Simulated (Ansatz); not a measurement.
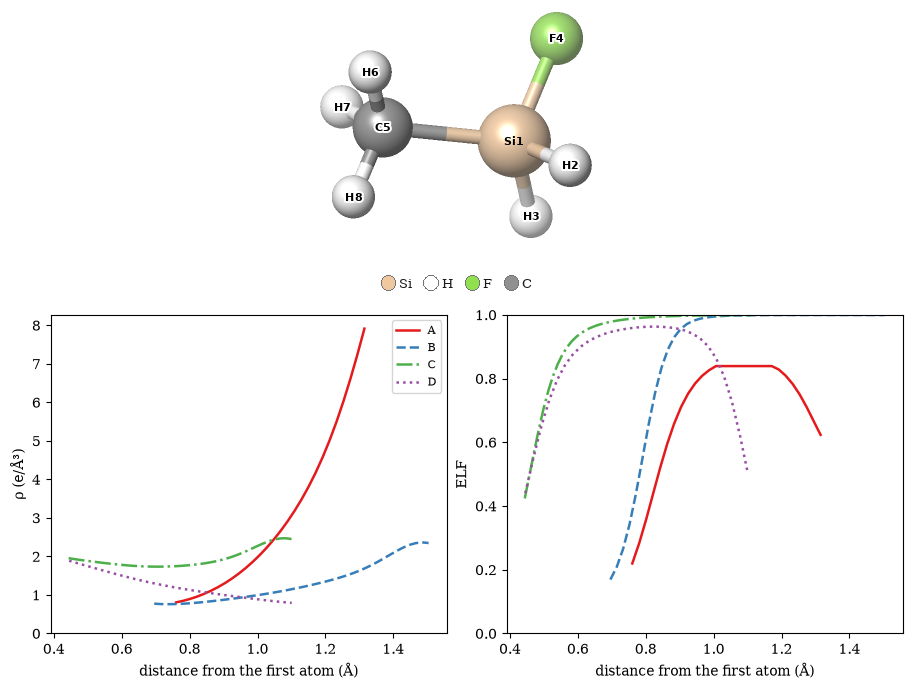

CH$_{5}$FSi. Electron density and ELF along straight lines between neighbouring atoms. The curves leave out the atomic cores. The structure is drawn too.

These are results of RKS PBE-D4/def2-SVP in Ansatz, not measurements.

```json
{"atom": "Si", "x (Å)": "0.1928", "y (Å)": "-0.0439", "z (Å)": "0.1297"}
{"atom": "H", "x (Å)": "0.5557", "y (Å)": "-0.2619", "z (Å)": "1.5728"}
{"atom": "H", "x (Å)": "1.4360", "y (Å)": "0.2074", "z (Å)": "-0.6785"}
{"atom": "F", "x (Å)": "-0.7331", "y (Å)": "1.3116", "z (Å)": "0.0495"}
{"atom": "C", "x (Å)": "-0.7700", "y (Å)": "-1.4990", "z (Å)": "-0.5527"}
{"atom": "H", "x (Å)": "-1.6852", "y (Å)": "-1.6909", "z (Å)": "0.0424"}
{"atom": "H", "x (Å)": "-1.0686", "y (Å)": "-1.3238", "z (Å)": "-1.6059"}
{"atom": "H", "x (Å)": "-0.1414", "y (Å)": "-2.4135", "z (Å)": "-0.5219"}
```

### Which curve belongs to which contact (C–H, C–Si, Si–F and Si–H)? The first atom named is at distance zero.

Curve A: Si–F (1.64 Å): the density is about 0.96 e/Å³ at the midpoint; the ELF peaks at about 0.85 in the valence shell of F, 0.6 Å from its nucleus, and is about 0.45 at the midpoint. Curve B: Si–H (1.50 Å): ρ at the midpoint is about 0.76 e/Å³; the ELF climbs to about 1 towards the hydrogen, as it does in any bond to H. Curve C: C–H (1.11 Å): ρ is about 1.8 e/Å³ halfway; the ELF climbs to about 1 towards the hydrogen (an ordinary covalent bond to hydrogen). Curve D: C–Si (1.87 Å): ρ is about 0.96 e/Å³ halfway; the ELF peaks at about 0.95 between the atoms, as expected for localised, covalent bonding.
